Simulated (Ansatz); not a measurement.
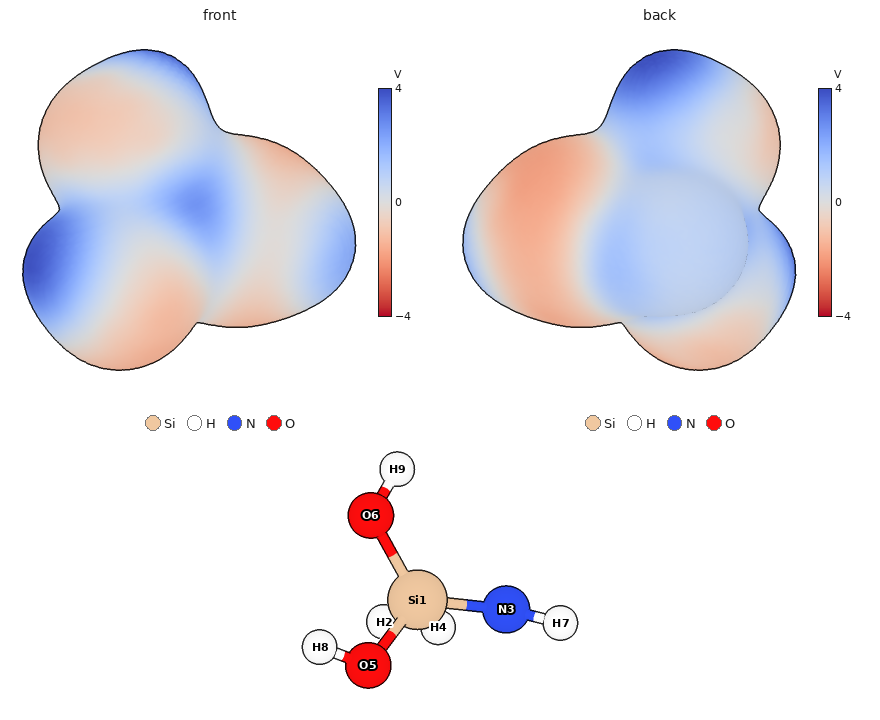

H4NO2Si···H. The electrostatic potential painted on the density surface at 0.004 e/bohr³, seen from the front and from behind; the colour scale runs from red (negative) to blue (positive). The bare structure is drawn below in the same view.

A transition-state structure; geometry: PBE0-D4/def2-TZVP.

All numbers below come from RKS PBE0-D4/def2-TZVPP in Ansatz.

```xyz
9

Si    0.1640   -0.1055    0.0383
H    -1.4248   -0.0070   -0.7264
N     0.4878    1.2799   -0.6972
H    -0.9135    0.6781   -1.0360
O     0.6442   -1.5825   -0.4248
O    -0.2861   -0.2765    1.5951
H     1.3149    1.7612   -1.0021
H     0.5039   -2.2931    0.2058
H    -0.4905    0.5454    2.0472
```

Describe the electrostatic potential map.

Answer. The most negative region (about −1.8 V, or −42 kcal/mol for a unit charge) lies over N3, the most positive (about +3.8 V, or +88 kcal/mol for a unit charge) over H8 and H9. N3 is the likeliest acceptor of a hydrogen bond.
